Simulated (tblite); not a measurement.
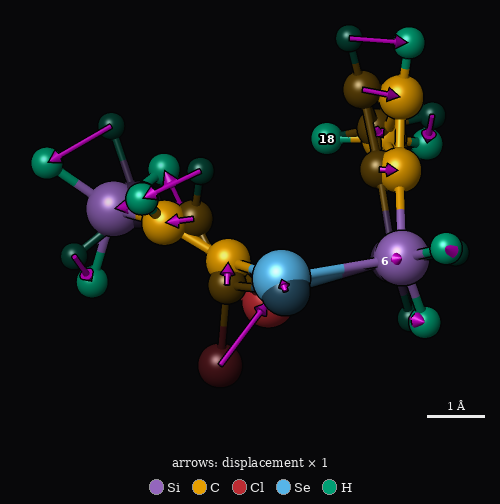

This is a relaxation of C$_{5}$H$_{9}$ClSeSi$_{2}$. The starting structure is drawn faded, the final one solid; purple arrows show the displacements, at their true length. The two geometries are superimposed by the best rigid fit.

A ball-and-stick model, seen from a free direction.

Computed with GFN2-xTB geometry optimisation, gas phase (tblite 0.8.0). 

What happened in the run?

After 189 geometry steps the energy has fallen by 29.1 kcal/mol. The Cl atom moves most after the best rigid fit: 1.51 Å. By element the largest moves are Cl 1.51 Å, H 1.36 Å, C 0.71 Å, Si 0.44 Å, Se 0.26 Å. Some distances before and after: C–C 1.450 → 1.307 Å, C–C 1.399 → 1.519 Å, Cl–Si 3.316 → 3.214 Å, C–C 1.399 → 1.487 Å. Bond angles that change, for instance: C–C–C 62.4° → 51.5°, H–C–H 123.1° → 113.7°, Se–Si–H 109.8° → 102.7°. Groups turn about C–Se by about 45°, C–Si by about 30°.
